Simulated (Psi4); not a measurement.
Property calculation, with input and output: GeCl2

- system: GeCl2, SMILES [Cl][Ge][Cl]
- method: HCTH/120/cc-pVTZ, RKS, ddCOSMO solvent n-heptane (Psi4 1.11)

The geometry comes from this level: GFN2-xTB.

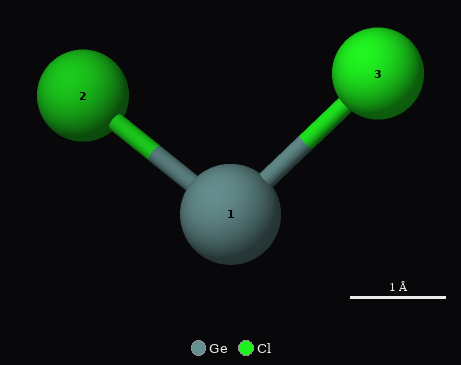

Fig. 1: The input geometry (ball-and-stick view, seen at a tilt; atoms are numbered from 1 in the order of the input). Sticks mark near contacts.

## The input (cl2ge.in)
```
memory 1600 mb

molecule mol {
  0 1
  Ge     0.00924076    -0.01343595    -1.75967517
  Cl     3.11396630    -0.03556465     0.89710968
  Cl    -3.12320706     0.04900060     0.86256549
  units bohr
  symmetry c1
  no_reorient
  no_com
}

set {
  basis cc-pVTZ
  reference rks
  ddx true
  ddx_model cosmo
  ddx_solvent heptane
  ddx_radii_set uff
}

result, w = energy('hcth120', return_wfn=True)
oeprop(w, 'MAYER_INDICES', 'QUADRUPOLE', 'DIPOLE')
```

Command:
```bash
psi4 cl2ge.in cl2ge.out -n 1
```

## The program's output
```
Psi4 1.11 release

  PCM or DDX continuum solvation does not make use of molecular symmetry: further calculations in C1 point group.

   => Loading Basis Set <=

    Name: CC-PVTZ
    Role: ORBITAL
    Keyword: BASIS

         ---------------------------------------------------------
                                   SCF
                              RKS Reference
                        1 Threads,   1525 MiB Core
         ---------------------------------------------------------

  ==> Geometry <==

    Molecular point group: c1
    Full point group: C1

    Geometry (in Bohr), charge = 0, multiplicity = 1:

       Center              X                  Y                   Z               Mass
    ------------   -----------------  -----------------  -----------------  -----------------
         GE           0.009240760000    -0.013435950000    -1.759675170000    73.921177761000
         CL           3.113966300000    -0.035564650000     0.897109680000    34.968852682000
         CL          -3.123207060000     0.049000600000     0.862565490000    34.968852682000

  Running in c1 symmetry.

  Rotational constants: A =      0.21268  B =      0.08849  C =      0.06249 [cm^-1]
  Rotational constants: A =   6375.87551  B =   2652.74044  C =   1873.32620 [MHz]
  Nuclear repulsion =  312.606018086892789

  Charge       = 0
  Multiplicity = 1
  Electrons    = 66
  Nalpha       = 33
  Nbeta        = 33

  ==> Algorithm <==

  SCF Algorithm Type is DF.
  DIIS enabled.
  MOM disabled.
  Fractional occupation disabled.
  Guess Type is SAD.
  Energy threshold   = 1.00e-06
  Density threshold  = 1.00e-06
  Integral threshold = 1.00e-12

  ==> Primary Basis <==

  Basis Set: CC-PVTZ
    Blend: CC-PVTZ
    Number of shells: 39
    Number of basis functions: 111
    Number of Cartesian functions: 127
    Spherical Harmonics?: true
    Max angular momentum: 3

  ==> DFT Potential <==

   => LibXC <=

    Version 7.1.2

   => Composite Functional: HCTH120 <=

    HCTH120 GGA Exchange-Correlation Functional

    Deriv               =              1
    GGA                 =           TRUE
    Meta                =          FALSE

    Exchange Hybrid     =          FALSE
    MP2 Hybrid          =          FALSE

   => Exchange-Correlation Functionals <=

    1.0000         HCTH/120

   => LibXC Density Thresholds  <==

    XC_GGA_XC_HCTH_120:  1.00E-14

   => Molecular Quadrature <=

    Radial Scheme          =       TREUTLER
    Pruning Scheme         =           NONE
    Nuclear Scheme         =       TREUTLER

    Blocking Scheme        =         OCTREE
    BS radius alpha        =              1
    Pruning alpha          =              1
    Radial Points          =             75
    Spherical Points       =            302
    Total Points           =          63600
    Total Blocks           =            563
    Max Points             =            256
    Max Functions          =            111
    Weights Tolerance      =       1.00E-15

   => Loading Basis Set <=

    Name: (CC-PVTZ AUX)
    Role: JKFIT
    Keyword: DF_BASIS_SCF

  +----------------------------------------------------------------+
  |                                                                |
  |                        888      888 Y8b    d8Y                 |
  |                        888      888  Y8b  d8Y                  |
  |                        888      888   Y8888Y                   |
  |                    .d88888  .d88888    Y88Y                    |
  |                   d88  888 d88  888    d88b                    |
  |                   888  888 888  888   d8888b                   |
  |                   Y88b 888 Y88b 888  d8Y  Y8b                  |
  |                     Y88888   Y88888 d8Y    Y8b                 |
  |                                                                |
  |                              |
  |                         Version: 0.7.0                         |
  |                                                                |
  +----------------------------------------------------------------+
    enable_fmm              = True
    eta                     = 0.1
    fmm_local_lmax          = 6
    fmm_multipole_lmax      = 9
    incore                  = False
    jacobi_n_diis           = 20
    lmax                    = 9
    logfile                 =
    maxiter                 = 100
    n_lebedev               = 302
    n_proc                  = 1
    shift                   = -1.0
    solvent_kappa           = 0.0
    solvent_epsilon         = 1.9113
    solvent_epsilon_optical = 1.918
    tol                     = 1e-08

    DDX numerical integration setup:

    dft_block_scheme     = ATOMIC
    dft_nuclear_scheme   = BECKE
    dft_pruning_scheme   = ROBUST
    dft_radial_points    = 35
    dft_radial_scheme    = BECKE
    dft_spherical_points = 110

    Cavity sphere setup (in Angstrom):

    Charge       X            Y            Z          Radius
    ------   ----------   ----------   ----------   ----------
     32.00     0.004890    -0.007110    -0.931180     2.354000
     17.00     1.647840    -0.018820     0.474730     2.170850
     17.00    -1.652730     0.025930     0.456450     2.170850

    Cavity sphere setup (in Bohr):

    Charge       X            Y            Z          Radius
    ------   ----------   ----------   ----------   ----------
     32.00     0.009241    -0.013436    -1.759675     4.448415
     17.00     3.113966    -0.035565     0.897110     4.102312
     17.00    -3.123207     0.049001     0.862565     4.102312

  ==> Integral Setup <==

  DFHelper Memory: AOs need 0.045 GiB; user supplied 0.940 GiB.
  SCF_SUBTYPE=INCORE selected. In-core MEM_DF algorithm will be used.
  Using in-core AOs.

  ==> MemDFJK: Density-Fitted J/K Matrices <==

    J tasked:                   Yes
    K tasked:                    No
    wK tasked:                   No
    Memory [MiB]:               963
    Algorithm:                 Core
    Schwarz Cutoff:           1E-12
    Mask sparsity (%):       0.0000
    Fitting Condition:        1E-10

   => Auxiliary Basis Set <=

  Basis Set: (CC-PVTZ AUX)
    Blend: CC-PVTZ-JKFIT
    Number of shells: 125
    Number of basis functions: 449
    Number of Cartesian functions: 559
    Spherical Harmonics?: true
    Max angular momentum: 4

  Cached 100.0% of DFT collocation blocks in 0.177 [GiB].

  Minimum eigenvalue in the overlap matrix is 4.6565541743E-03.
  Reciprocal condition number of the overlap matrix is 1.2007194764E-03.
    Using symmetric orthogonalization.

  ==> Pre-Iterations <==

  SCF Guess: Superposition of Atomic Densities via on-the-fly atomic UHF (no occupation information).

   -------------------------
    Irrep   Nso     Nmo
   -------------------------
     A        111     111
   -------------------------
    Total     111     111
   -------------------------

  ==> Iterations <==

                           Total Energy        Delta E     RMS |[F,P]|

   @DF-RKS iter SAD: -2995.50718879630313   -2.99551e+03   0.00000e+00
   @DF-RKS iter   1: -2997.65341972729766   -2.14623e+00   1.92270e-02 ADIIS/DIIS
   @DF-RKS iter   2: -2994.94758946892853    2.70583e+00   4.28387e-02 ADIIS/DIIS
   @DF-RKS iter   3: -2998.85439523492005   -3.90681e+00   3.92482e-03 ADIIS/DIIS
   @DF-RKS iter   4: -2998.90019585826303   -4.58006e-02   1.03365e-03 ADIIS/DIIS
   @DF-RKS iter   5: -2998.90920986586480   -9.01401e-03   3.09619e-04 ADIIS/DIIS
   @DF-RKS iter   6: -2998.90973308368302   -5.23218e-04   5.96585e-05 DIIS
   @DF-RKS iter   7: -2998.90975585362594   -2.27699e-05   1.86966e-05 DIIS
   @DF-RKS iter   8: -2998.90975858991078   -2.73628e-06   1.69011e-06 DIIS
   @DF-RKS iter   9: -2998.90975860916205   -1.92513e-08   5.91305e-07 DIIS
  Energy and wave function converged.

  ==> Post-Iterations <==

   Electrons on quadrature grid:
      Ntotal   =   66.0000068594 ; deviation = 6.859e-06

    Orbital Energies [Eh]
    ---------------------

    Doubly Occupied:

       1A   -397.000137     2A   -100.644564     3A   -100.644508
       4A    -49.354708     5A    -44.001362     6A    -43.999574
       7A    -43.998864     8A     -9.238506     9A     -9.238446
      10A     -7.064155    11A     -7.064097    12A     -7.060805
      13A     -7.060745    14A     -7.058710    15A     -7.058651
      16A     -6.076086    17A     -4.296450    18A     -4.291219
      19A     -4.288299    20A     -1.196653    21A     -1.195185
      22A     -1.192846    23A     -1.191548    24A     -1.189090
      25A     -0.769590    26A     -0.745432    27A     -0.477892
      28A     -0.360651    29A     -0.325519    30A     -0.323032
      31A     -0.299062    32A     -0.283906    33A     -0.258704

    Virtual:

      34A     -0.134657    35A     -0.036179    36A     -0.032636
      37A      0.079058    38A      0.129549    39A      0.136908
      40A      0.141612    41A      0.187198    42A      0.200327
      43A      0.201050    44A      0.210056    45A      0.214091
      46A      0.305891    47A      0.319753    48A      0.326373
      49A      0.333117    50A      0.338449    51A      0.379852
      52A      0.397965    53A      0.417150    54A      0.440221
      55A      0.456806    56A      0.483117    57A      0.525497
      58A      0.547140    59A      0.562270    60A      0.562629
      61A      0.625470    62A      0.869132    63A      0.883244
      64A      0.935856    65A      0.968776    66A      1.007290
      67A      1.012661    68A      1.021087    69A      1.065086
      70A      1.106879    71A      1.116310    72A      1.157372
      73A      1.160847    74A      1.191045    75A      1.191682
      76A      1.339227    77A      1.355955    78A      1.716337
      79A      1.821506    80A      1.833298    81A      1.836755
      82A      1.841402    83A      1.882334    84A      1.889875
      85A      1.897967    86A      1.900562    87A      1.910168
      88A      1.931944    89A      1.966123    90A      1.986624
      91A      1.991066    92A      1.991700    93A      1.993059
      94A      1.993121    95A      2.010809    96A      2.021397
      97A      2.077134    98A      2.141891    99A      2.152831
     100A      2.158045   101A      2.201114   102A      2.216456
     103A      2.253500   104A      2.307841   105A      2.313801
     106A      2.333813   107A      2.469894   108A      3.056662
     109A      3.319507   110A      4.725352   111A      4.785178

    Final Occupation by Irrep:
              A
    DOCC [    33 ]
    NA   [    33 ]
    NB   [    33 ]

  @DF-RKS Final Energy: -2998.90975860916205

   => Energetics <=

    Nuclear Repulsion Energy =            312.6060180868927887
    One-Electron Energy =               -4790.8985884772318968
    Two-Electron Energy =                1616.4206230509237230
    DFT Exchange-Correlation Energy =    -137.0356143719287161
    Empirical Dispersion Energy =           0.0000000000000000
    VV10 Nonlocal Energy =                  0.0000000000000000
    DD Solvation Energy =                 -0.0021968978175389
    Total Energy =                      -2998.9097586091620542

Computation Completed

Properties will be evaluated at   0.000000,   0.000000,   0.000000 [a0]

Properties computed using the SCF density matrix

 Multipole Moments:

 ------------------------------------------------------------------------------------
     Multipole            Electronic (a.u.)      Nuclear  (a.u.)        Total (a.u.)
 ------------------------------------------------------------------------------------

 L = 1.  Multiply by 2.5417464519 to convert [e a0] to [Debye]
 Dipole X            :         -0.1350668            0.1386114            0.0035446
 Dipole Y            :          0.1951759           -0.2015393           -0.0063633
 Dipole Z            :         25.5570178          -26.3951276           -0.8381098
 Magnitude           :                                                    0.8381415

 ------------------------------------------------------------------------------------

	total time  =         16 seconds =       0.27 minutes

Properties will be evaluated at   0.000000,   0.000000,   0.000000 [a0]
OEProp: No title given, name of density matrix used for the following properties is 'SCF density'

 Multipole Moments:

 ------------------------------------------------------------------------------------
     Multipole            Electronic (a.u.)      Nuclear  (a.u.)        Total (a.u.)
 ------------------------------------------------------------------------------------

 L = 1.  Multiply by 2.5417464519 to convert [e a0] to [Debye]
 Dipole X            :         -0.1350668            0.1386114            0.0035446
 Dipole Y            :          0.1951759           -0.2015393           -0.0063633
 Dipole Z            :         25.5570178          -26.3951276           -0.8381098
 Magnitude           :                                                    0.8381415

 L = 2.  Multiply by 1.3450342976 to convert [e a0^2] to [Debye ang]
 Quadrupole XX       :       -364.6586832          330.6732763          -33.9854069
 Quadrupole XY       :          4.5495743           -4.4883375            0.0612368
 Quadrupole XZ       :         -1.1932890            1.1728341           -0.0204550
 Quadrupole YY       :        -29.5325340            0.0680971          -29.4644369
 Quadrupole YZ       :         -0.9393366            0.9327072           -0.0066294
 Quadrupole ZZ       :       -155.7981842          125.4166396          -30.3815446
 Traceless XX        :       -181.3288828          178.6206053           -2.7082775
 Traceless YY        :        153.7972665         -151.9845739            1.8126926
 Traceless ZZ        :         27.5316163          -26.6360314            0.8955849

 ------------------------------------------------------------------------------------

  Mayer Bond Indices:

  Irrep: 1 Size: 3 x 3

                 1                   2                   3

    1     0.00000000000000     1.12983308906465     1.13019158219665
    2     1.12983308906465     0.00000000000000     0.03334916905387
    3     1.13019158219665     0.03334916905387     0.00000000000000

  Atomic Valences:

 #  #
 Irrep: 1
      1:    2.260024671261295
      2:    1.163182258118514
      3:    1.163540751250514

    Psi4 run time: 0:00:16.54
```

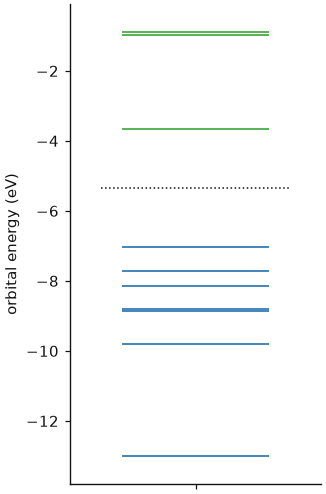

Fig. 2: Orbital energies near the frontier; the dotted line parts filled from empty levels, and levels within 0.02 eV of each other stand side by side. Highest filled −7.04 eV, lowest empty −3.66 eV, 3.38 eV apart.

## Summary

- outcome: converged
- total energy: −2998.909759 hartree
- solvation energy: −0.002197 hartree
- basis functions: 111
- HOMO: −7.04 eV
- LUMO: −3.66 eV
- dipole moment: 2.13 D
- hardware: 1 thread of AMD EPYC (Zen 5), 16 GiB of memory available, shared host
- wall time: 17 s
- peak memory: 0.82 GiB
